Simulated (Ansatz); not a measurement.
## Computed frozen-phonon scan: Be (hcp, Mg type)

Relaxed Be (hcp, Mg type):

```
CELL_PARAMETERS angstrom
      4.52630     0.00000     0.00000
     -1.13157     1.95994     0.00000
      0.00000     0.00000     3.56313
ATOMIC_POSITIONS crystal
  Be 0.16667 0.66667 0.75000
  Be 0.66667 0.66667 0.75000
  Be 0.33333 0.33333 0.25000
  Be 0.83333 0.33333 0.25000
```

The atoms are displaced by Q × the pattern below (from a DFPT mode at M = (0.5, 0.0, 0.0), largest move 1; Q in Å), at fixed cell. (q is in reciprocal vectors of the primitive cell; the cell shown is doubled to hold the pattern.)

```csv
atom,x,y,z
Be1,0.500,-0.866,0.000
Be2,-0.500,0.866,0.000
Be3,-0.500,0.866,0.000
Be4,0.500,-0.866,0.000
```

Level of theory: r2SCAN (plane waves to 500 eV, PAW, scalar-relativistic; Ansatz, an electronic-structure program). k mesh 23×23×13 (Γ-centred), Fermi-Dirac smearing 0.05 eV. The energy includes the smearing's −TS. With partly filled bands, energies and forces of such displacements shift with the k mesh and the smearing. Be was relaxed with its symmetry unable to fall. The PAW data are Ansatz's earlier set. The zero of ΔE is the undisplaced structure.

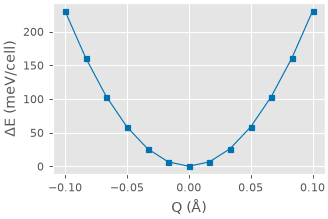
Figure: ΔE (meV/cell) against Q (Å); computed points joined by lines.

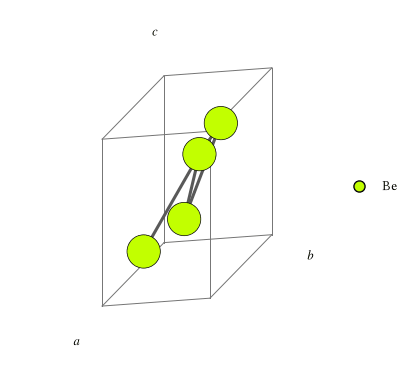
*The cell of the calculation at Q = 0.100 Å.*

The energy at Q = 0.100 Å is 230 meV/cell. Symmetry of the curve: even: the same for both signs. Space group of the distorted cell: Pbcm (No. 57), lowered from P6_3/mmc. Wavenumber by perturbation theory (DFPT, on another k mesh): 595 cm⁻¹. Harmonic wavenumber from the curvature (finite differences): 595 cm⁻¹.

E″ = 46.94 eV/Å², M = Σ mᵢ|uᵢ|² = 36.0 u, ν̃ = 521.5·√(|E″|/M).

(A displaced cell: forces are minus the slopes of the energy, force constants its curvatures, and phonons follow from these.)
